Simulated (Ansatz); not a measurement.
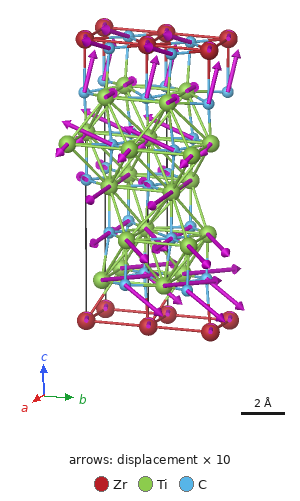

A relaxation of crystalline ZrTi5C6 (a generated structure, set up in P1) (coarse preliminary run). The starting structure is drawn; purple arrows show the displacements (the part carried along by the change of the cell is left out), magnified 10 times.

Style: ball-and-stick. Shown: the cell of the calculation, repeated 2 × 2 × 1 with one cell outlined, slightly off an axis.

The calculation used DFT PBE, scalar-relativistic, plane waves, PAW in Ansatz 0.2.0. Settings: plane-wave cutoff 420 eV; k-point mesh 8 × 8 × 2; occupations gaussian; smearing width 0.2 eV; no spin polarisation; cell and atoms relaxed; force threshold 0.025 eV/Å; at most 60 steps.

Question: Describe the change and its energy.

Answer: The largest move relative to the cell is that of a Ti atom, 0.33 Å along [−3 2 0]. Largest moves by element: Ti 0.33 Å, C 0.26 Å, Zr 0.12 Å. Cell: a 3.181 → 3.124 Å (−1.8 %), b 3.079 → 3.123 Å (+1.4 %), c 13.495 → 13.182 Å (−2.3 %), α 91.7° → 90.0°, β 89.1° → 90.0°, γ 88.0° → 90.0°. Volume −2.5 %. Some distances before and after: C–Ti 2.638 → 2.209 Å, C–Ti 2.568 → 2.209 Å, C–Ti 1.867 → 2.209 Å, Ti–Ti 3.417 → 3.077 Å. Among the angles between lasting bonds that change: Ti–C–Ti 159.8° → 179.6°, Ti–C–Ti 164.3° → 180.0°, Zr–C–Ti 74.7° → 90.0°. The space group (tolerance 0.01 Å) goes from P1 (No. 1) to P4/mmm (No. 123). After 5 accepted moves (6 points after the start) the energy has fallen by 305 meV per atom. The largest force component goes from 5.1 to 0.00085 eV/Å. Pressure: 6.78 GPa at the start and −0.03 GPa at the end. At 1 point the geometry stayed and the basis and grid were re-selected for the new cell (energy shift of 0.2 meV per atom at most each time).
